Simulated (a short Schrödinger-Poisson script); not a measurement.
Structure: MOS inversion layer, SiO2 on p-type Si(110), at 300 K.

| layer | material | thickness (nm) | Na (cm⁻³) |
|---|---|---|---|
| 1 | SiO2 | 1.4 | - |
| 2 | Si | 290 | 2.2e18 |

Constants are typed, rounded textbook-type inputs, not results; the design itself was drawn at random and stands for no fabricated device. SiO2: permittivity 3.9, conduction-band edge (eV) 3.15, gap (eV) 9, electron mass (mₑ) 0.5. Si: permittivity 11.7, conduction-band edge (eV) 0, gap (eV) 1.124, Nv at 300 K (cm⁻³) 3.1e19.

Channel valleys (confinement mass, in-plane density-of-states mass, number): Δ4 0.315, 0.324, 4; Δ2 0.19, 0.417, 2. At the gate the conduction-band edge of layer 1 lies 3.34 eV − eVg above the Fermi level of the channel; the field vanishes at the back. Gaps are held at their typed values at every temperature. Mesh 0.03 nm at interfaces.

From a short Schrödinger-Poisson script (our own, NumPy): 1D Poisson equation in equilibrium, electrons quantum, Hartree (BenDaniel-Duke, 12 states a valley, the channel's in-plane mass for all, wave functions ending at the dielectric), parabolic valleys, classical holes, full ionisation, no traps, pinning or gate leakage.

Only gate voltages with over 1e8 electrons/cm² are shown.

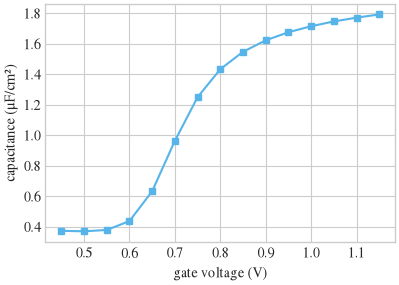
*Quasi-static capacitance against gate voltage*

```tsv
Vg (V)	electrons (cm⁻²)	C (μF/cm²)	Δ4 E0 (meV)	Δ4 E1 (meV)	Δ2 E0 (meV)	Δ2 E1 (meV)
0.45	2.46e8	0.373	286.9	433.8	323.7	494.2
0.5	1.12e9	0.369	247.7	397.2	285.1	458.8
0.55	5.07e9	0.378	208.5	360.5	246.5	423.2
0.6	2.24e10	0.437	169.9	324.5	208.6	388.2
0.65	8.80e10	0.632	134.4	291.4	173.7	356.1
0.7	2.62e11	0.963	106.1	265.3	146.0	330.8
0.75	5.61e11	1.25	86.0	247.4	126.7	313.6
0.8	9.51e11	1.43	72.0	235.4	113.5	302.2
0.85	1.40e12	1.55	61.6	227.1	104.0	294.4
0.9	1.88e12	1.62	53.5	221.0	96.7	288.6
0.95	2.39e12	1.68	46.8	216.3	90.9	284.3
1	2.91e12	1.71	41.2	212.6	86.2	281.0
1.05	3.44e12	1.75	36.3	209.6	82.1	278.3
1.1	3.99e12	1.77	32.0	207.2	78.7	276.1
1.15	4.54e12	1.79	28.1	205.1	75.6	274.4
```

Subbands count from the Fermi level.
